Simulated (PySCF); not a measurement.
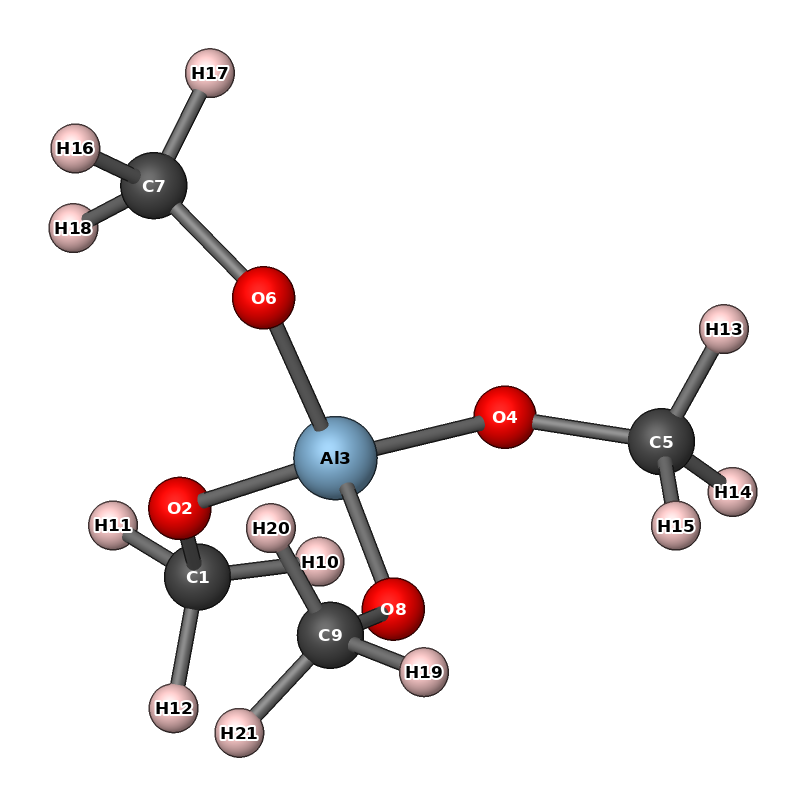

The questions are on isotropic NMR shieldings of the H atoms. Charge −1, singlet. Computed geometry: PBE0-D3(BJ)/def2-SVP optimisation. No frequency run is at hand to confirm it as a minimum. Level of theory: GIAO PBE0/pcSseg-1 NMR shielding, non-relativistic, gas phase (PySCF 2.14.0).

Give the isotropic NMR shieldings of the H atoms atom by atom.

```json
{"atom": "H10", "σ (ppm)": "27.33"}
{"atom": "H11", "σ (ppm)": "27.91"}
{"atom": "H12", "σ (ppm)": "27.78"}
{"atom": "H13", "σ (ppm)": "27.78"}
{"atom": "H14", "σ (ppm)": "27.90"}
{"atom": "H15", "σ (ppm)": "27.31"}
{"atom": "H16", "σ (ppm)": "27.92"}
{"atom": "H17", "σ (ppm)": "27.77"}
{"atom": "H18", "σ (ppm)": "27.35"}
{"atom": "H19", "σ (ppm)": "27.91"}
{"atom": "H20", "σ (ppm)": "27.34"}
{"atom": "H21", "σ (ppm)": "27.77"}
```
